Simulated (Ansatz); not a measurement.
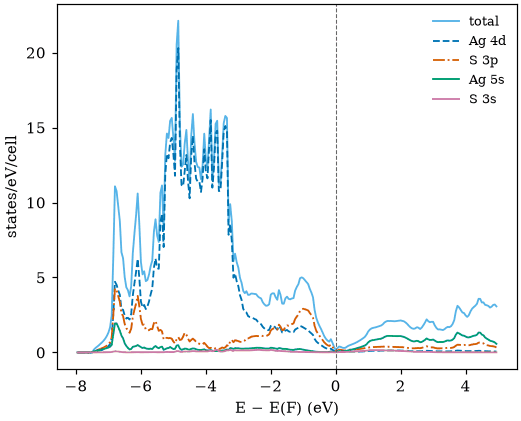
Fig. 1. Total and projected density of states of Ag2S in space group Cmce (No. 64; Ag on 8f, S on 4a), LDA (plane waves, PAW; program Ansatz)

Q: Which orbitals carry the states next to the Fermi level?

A: Within 0.5 eV of the Fermi level: S 3p 56 %, Ag 4d 26 %, Ag 5s 11 %. Projections are on Löwdin-orthogonalised atomic valence shells; empty p or d shells of many metals are not among them.

Q: Where is the tallest occupied peak in this window, and what makes it?

A: Near -4.8 eV, about 22 states/eV per cell; the largest projected share is Ag 4d.

The workflow started from a Materials Project entry (that database holds measured and hypothetical structures alike); the Crystallography Open Database copy checked does not list it. COD files the formula under space group No. 4, 14, so this cell is another polymorph or a model. Its standing as an ambient phase is unchecked. Symmetry was held in the LDA relaxation. At this level the phase is dynamically unstable (imaginary phonons). No spin polarisation was allowed. A small band overlap can be real or an error of a semilocal functional. Spin–orbit coupling is left out wherever it is not named.

Potentials: the later of the program's two PAW sets.
